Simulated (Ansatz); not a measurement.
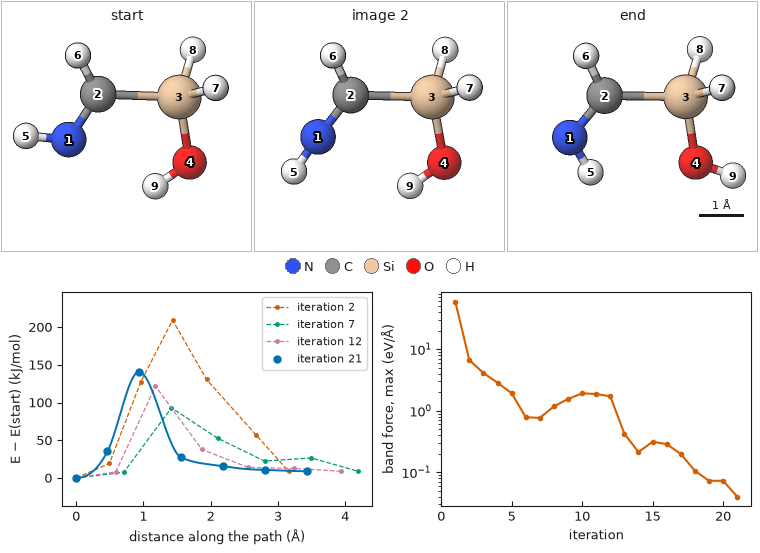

A nudged-elastic-band calculation for CH5NOSi. Images are numbered from 0 (start) to 6 (end). The plot follows the band through its iterations. The picture is a ball-and-stick view, seen at a tilt.

Computed with RHF/def2-SVP in Ansatz 0.2.0. Run with 5 movable images; climbing image; force threshold 0.05 eV/Å; iteration limit 60; starting path through a guess of the saddle point.

Judge this run.

The result is final at these settings. The band converged in 21 iterations. The largest component of the band force went from 60 to 0.04 eV/Å. The climbing image converged on the top of the path. Its vibrational analysis gives one imaginary mode (1281i cm⁻¹), as a transition state must have. The first iteration put the highest image at 910.3 kJ/mol. The highest point, image 2, lies 140.6 kJ/mol above the start and 131.7 kJ/mol above the end; the end is at +8.9 kJ/mol relative to the start.
